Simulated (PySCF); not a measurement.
**CF3, doublet, SMILES `F[C](F)F`: what the electrons do**

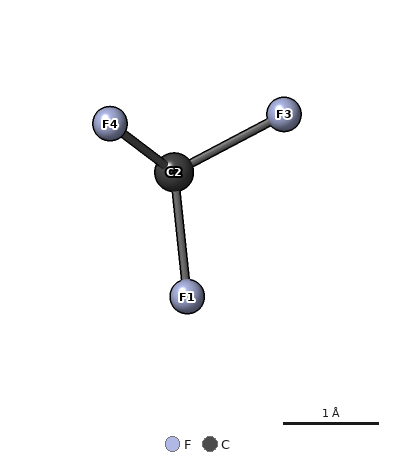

The molecule, with its atoms numbered as below. No frequency check shows the geometry to be a minimum.

Cartesian coordinates (Å):

```
F1      -0.9102   -0.8784    0.0687
C2      -0.0001    0.0000   -0.3090
F3       1.2158   -0.3491    0.0686
F4      -0.3056    1.2274    0.0687
```

### 1. Bonding charge

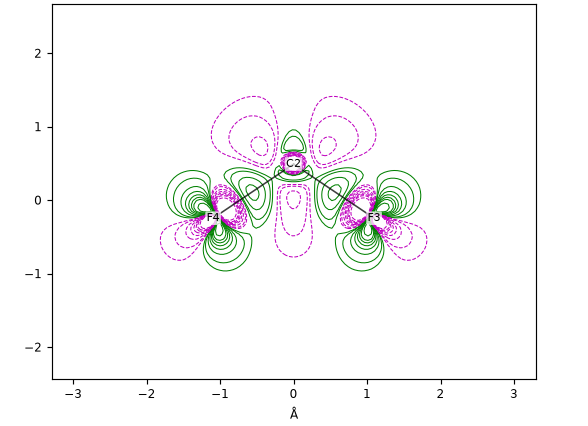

Deformation density (molecule less spherical, spin-averaged free atoms) in the plane of C2, F3 and F4; contours at ±0.05 to ±0.8 e/Å³; solid green lines: gain, dashed magenta lines: loss.

PySCF calculation, TPSS/def2-TZVP, gas phase; geometry: GFN2-xTB. The stability of the open-shell solution wasn't checked. GFN2-xTB doesn't know the spin state, so this open-shell geometry is rough.

Describe the bonding that the map shows.

Answer. C2–F4 and C2–F3: +0.12 e/Å³ at the bond critical point (bond length 1.32 Å, Mayer order 1.2). In all, 0.7 electrons gather in the regions of gain relative to the promolecule. A small or negative value marks a very polar bond, one between electron-rich atoms, whose free-atom densities already overlap strongly, a long bond to a heavier atom, or a closed-shell contact such as a hydrogen bond.

Where do the Hirshfeld charges lie?

Answer. The highest Hirshfeld charge is on C2 (+0.21 e), the lowest on F1, F3 and F4 (−0.07 e).

### 2. Bond critical points

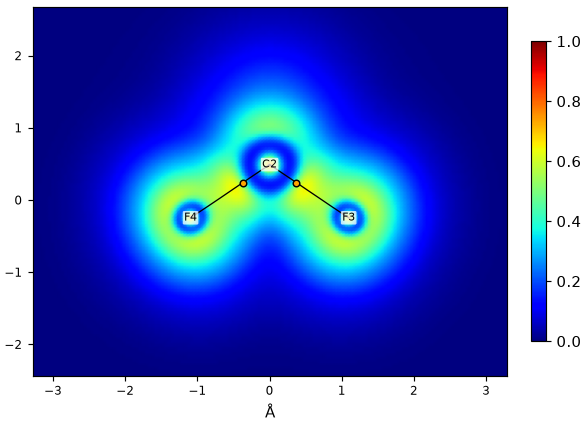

Localised orbital locator (LOL) in the plane of C2, F3 and F4, with bond paths and bond critical points (dots).

What values does LOL take at the bond critical points in this plane?

Answer. C2–F4 and C2–F3: about 0.48. Values above 0.5 mark slow, localised electrons, as in shared pairs; low values at a critical point mark a polar or closed-shell contact whose critical point lies between the shells.

Where along C2–F4 does the critical point lie?

Answer. 0.45 Å from C2 and 0.87 Å from F4.

### 3. Electrostatic potential

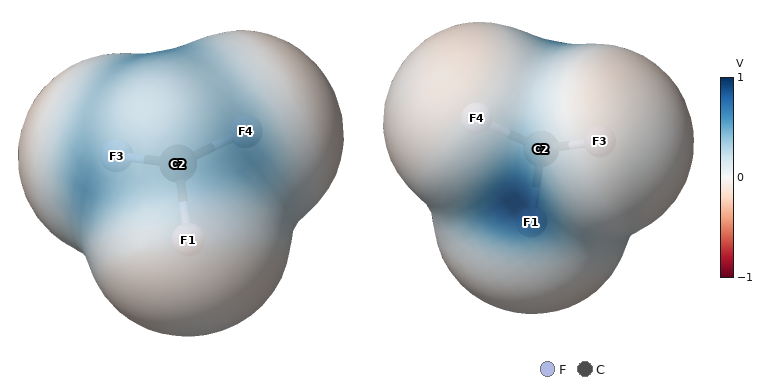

Electrostatic potential on the surface of electron density 0.001 a.u. (back view left, front view right).

Where are the extremes of the potential on the surface?

Answer. Highest: 0.93 V, off the F1–C2 bond (1.9 Å from its atoms). Further maxima include 0.55 V, off the C2–F4 bond (1.9 to 2.0 Å from its atoms); −0.01 V, 1.6 Å from F3. Lowest: −0.11 V, 1.6 Å from F3, and at like points elsewhere. The surface is sampled at points, so like sites can differ by a few per cent and only the strongest of them is named.

### 4. Spin density

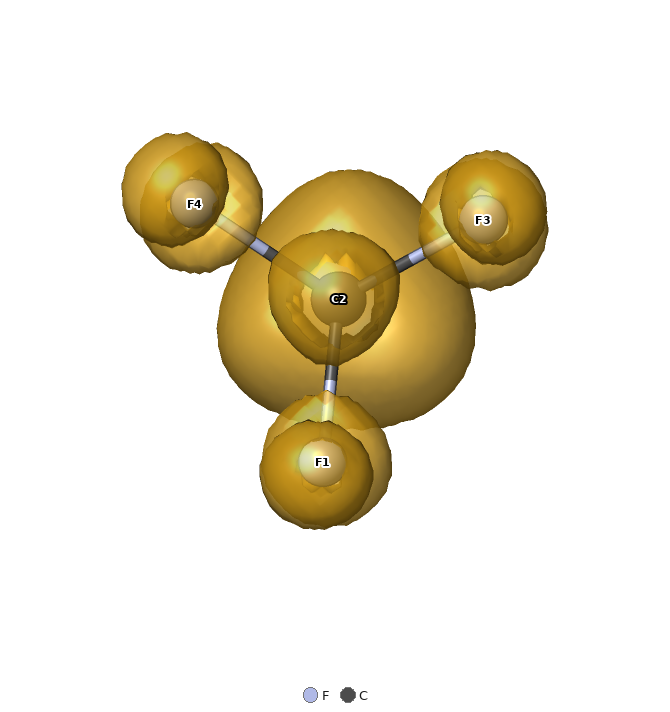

Spin density ρα − ρβ at ±0.03 e/Å³ (yellow: excess α, teal: excess β).

How is the spin shared among the atoms?

Answer. Hirshfeld spin populations: C2 +0.67 and F1, F3 and F4 +0.11. ⟨S²⟩ = 0.75, as for a pure state.

### 5. In an electric field

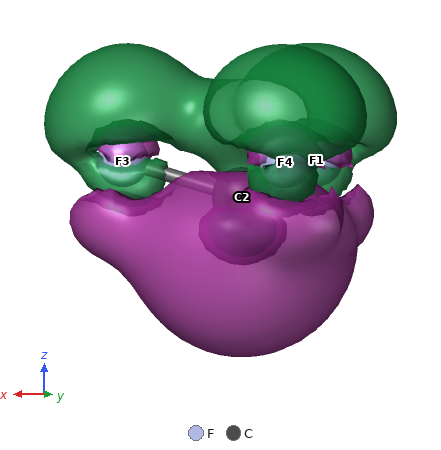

Change of the electron density in a uniform field of 0.26 V/Å, surfaces at ±0.0008 e/Å³ (green: gain, purple: loss).

Computed with PySCF, M06-2X/6-311+G**, geometry: GFN2-xTB. The basis has diffuse s and p functions alone, which still leaves polarisabilities too small, most of all across bonds. The stability of the open-shell solution wasn't checked. GFN2-xTB doesn't know the spin state, so this open-shell geometry is rough.

Along which Cartesian direction does the field point?

Answer. Along −z: electrons gather on the +z side, against the field.

What dipole is induced, and what polarisability does it imply?

Answer. The induced dipole is 0.15 D (along the field); α along this axis, from the fields in both directions, is 12 bohr³ (1.8 Å³).

Which atoms gain and lose the most charge?

Answer. Electrons gather most on F1, F3 and F4 alike (Hirshfeld charge changes by −0.002 e) and leave C2 most (+0.007 e); 0.019 electrons are displaced in all.
